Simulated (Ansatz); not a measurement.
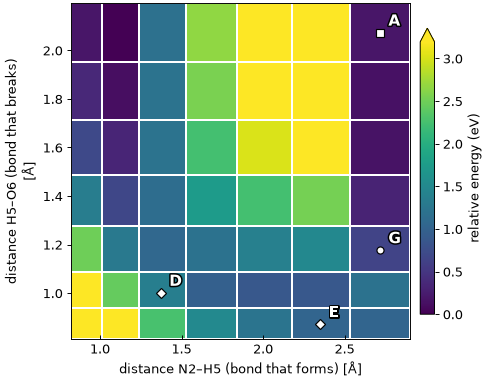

The reacting system BCl₂H₄NO (fragments BCl₂H₂N + H₂O where the first distance is long, BCl₂H₄NO where the second is long). Coordinates scanned: (1) distance N2–H5 (bond that forms); (2) distance H5–O6 (bond that breaks). Relaxed at each point: all other coordinates. The grid has 7 × 7 points. Points are written as (first, second). Energies: eV, counted from the lowest grid point. Energies and slopes of some neighbouring points disagree (a jump in structure or state, or too coarse a mesh). The reference is spin-restricted, so regions where a bond is pulled apart into radicals lie too high. Level of theory: RKS r2SCAN-D4/def2-SVP in Ansatz 0.2.0.

In the figure: one coloured cell a grid point, one colour for all values above the top of the scale, lettered points.

### Rank the lettered points by energy, lowest first.

A (0.19 eV), G (0.64 eV), E (1.03 eV), D (1.35 eV).
